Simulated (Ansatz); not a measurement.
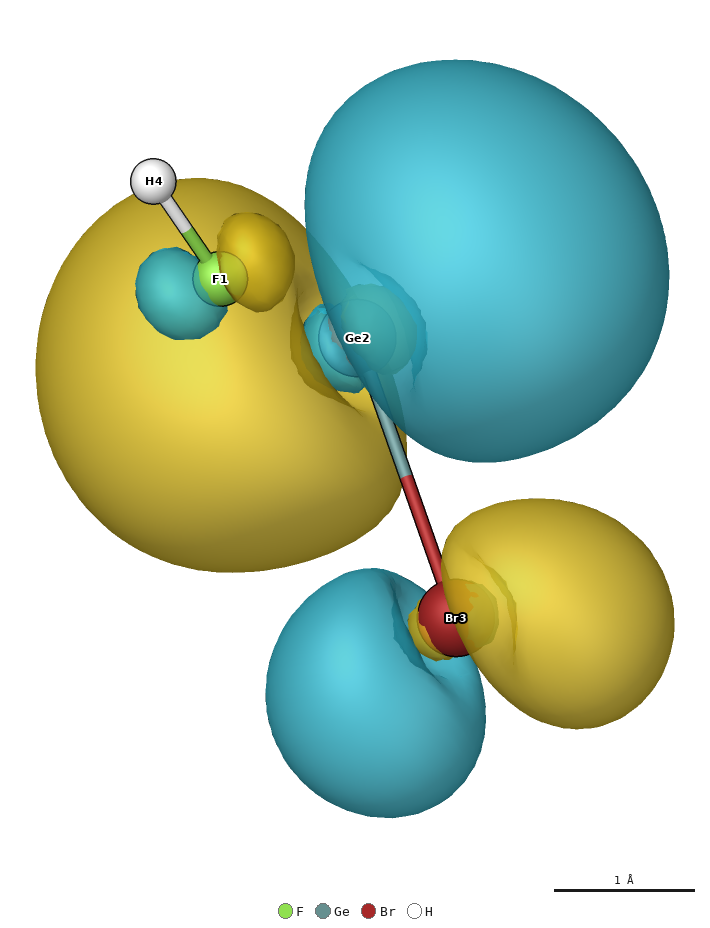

The picture shows: BrFGeH (charge +1). The LUMO at ±0.08 Å⁻³ᐟ² (yellow and cyan are the two phases), seen at an oblique angle.

Geometry: PBE0-D4/def2-TZVP; at this geometry the atoms fall into two loosely joined parts.

The calculation used RKS PBE0-D4/def2-TZVPP in Ansatz.

```xyz
4

F    -1.7587   -0.2898    0.4514
Ge    0.3629    0.3579   -0.2486
Br    1.2865   -1.4858    0.5791
H    -2.6235    0.0599    0.4116
```

> What is the character of this orbital?

It lies mainly on Ge2 (about 80 %) and Br3 (about 15 %); it changes sign across the molecular plane (π type). Its energy is −8.69 eV.
